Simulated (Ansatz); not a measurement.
## Electronic structure of CH5GeN···HCl in real space

```xyz
10

Ge   -0.3940    1.4021    0.0635
Cl    3.0484    0.8383    0.5647
N    -0.0454   -0.1726   -0.5478
C    -0.7862   -1.3581   -0.1732
H     2.2152    0.1313   -0.1811
H    -1.5769    1.7730    1.0158
H     0.4727    2.5569   -0.4679
H    -0.0918   -2.1117    0.2699
H    -1.2088   -1.8377   -1.0895
H    -1.6332   -1.2214    0.5458
```

Level of theory: RKS PBE-D4/def2-SVP (Ansatz 0.2.0).

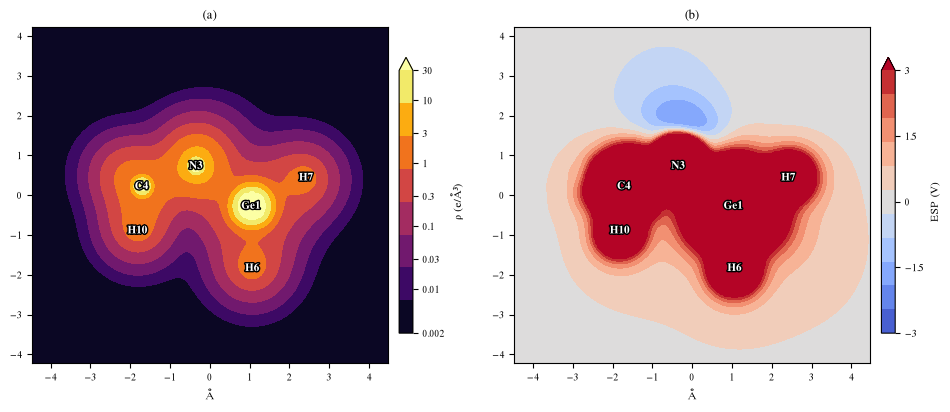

Figure 1. (a) total electron density; (b) electrostatic potential on the plane of atoms N3, Ge1 and H6.

Interpret the plot.

Answer.
- The section cuts through Ge, N, C and H sites.
- C–N (1.45 Å): ρ is about 1.9 e/Å³ halfway.
- Ge–N (1.72 Å): ρ is about 1.2 e/Å³ halfway.
- C–H (1.12 Å): the density is about 1.8 e/Å³ at the midpoint.
- Ge–H (1.54 Å): ρ at the midpoint is about 1.1 e/Å³.
- Outside the dense part of the complex the potential is most negative (−1.9 V) near N3.

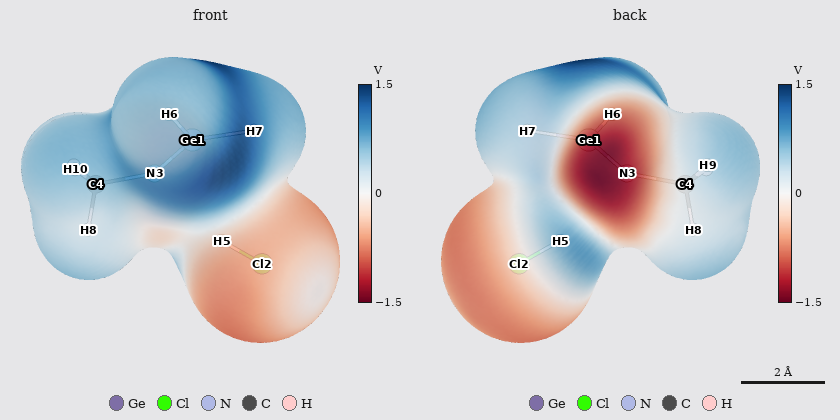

Figure 2. The electrostatic potential painted on the density surface at 0.002 e/bohr³, seen from the front and from behind; red is negative and blue positive.

Describe the electrostatic potential map.

Answer. The most negative region (about −1.4 V, or −32 kcal/mol for a unit charge) lies over N3, the most positive (about +1.4 V, or +32 kcal/mol for a unit charge) over Ge1. N3 is the likeliest acceptor of a hydrogen bond.

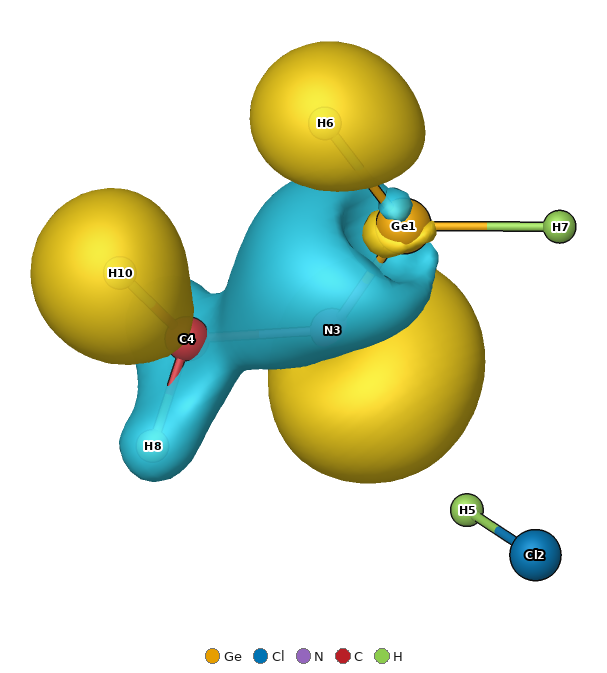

Figure 3. The HOMO at ±0.1 Å⁻³ᐟ² (yellow and cyan are the two phases), seen at a tilt.

What is the character of this orbital?

Answer. By Hirshfeld shares it lies mainly on N3 (about 60 %), Ge1 (about 10 %), C4 (about 10 %) and H10 (about 5 %). Its energy is −5.80 eV.
